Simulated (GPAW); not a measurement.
The K K edge of atom 1 in KMgF3 (Pm-3m), with 12 F at 2.82 Å (cuboctahedral, site symmetry m-3m), was computed in 3 ways: full core hole (charged cell), half core hole and no core hole. Program and functional: GPAW, LDA, Gaussian full width 0.9 eV up to 4 eV, rising linearly to 3.5 eV at 25 eV; cells of 5 and 10 atoms (the run without a hole in the smaller).

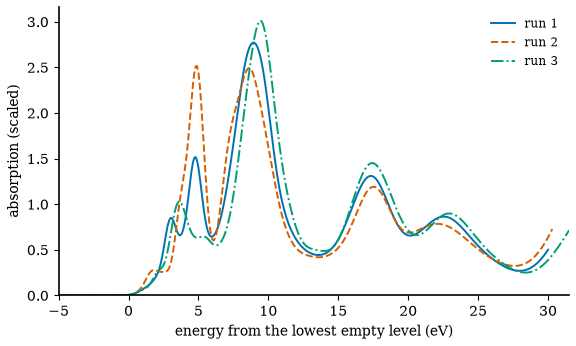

Each run is counted from its own lowest empty level or Fermi level and scaled to a mean of 1 over its first 20 eV.

Q: Which run is which?

Run 1: half core hole (area from −2 to 6 eV 3.6, main maxima 3.0 eV (0.85), 4.8 eV (1.52), 8.9 eV (2.77), 17.3 eV (1.31) and 22.5 eV (0.86)). Run 2: full core hole (charged cell) (area from −2 to 6 eV 4.9, main maxima 4.9 eV (2.52), 8.6 eV (2.49), 17.5 eV (1.19) and 22.1 eV (0.79)). Run 3: no core hole (area from −2 to 6 eV 2.8, main maxima 3.6 eV (1.03), 9.4 eV (3.01), 17.4 eV (1.45) and 22.9 eV (0.90)). With each curve scaled to its own mean, the area from −2 to 6 eV with the hole is 4.9 against 2.8, and the centre of weight from −1 to 20 eV moves by -1.1 eV: the hole pulls the absorber's empty states down.

[Hosts, paths, dates, database ids (printed as entryN), source tags and the programs' standing remarks are cut or masked in the printed files.]

[Lists of maxima count a maximum above −3 eV only where it reaches 4 % of the highest in the window and stands out from its surroundings by 2 % of it (1.5 % where it reaches 55 %); shoulders and weaker maxima are passed over, and of the rest the first, up to two pre-edge ones and the few strongest are named.]
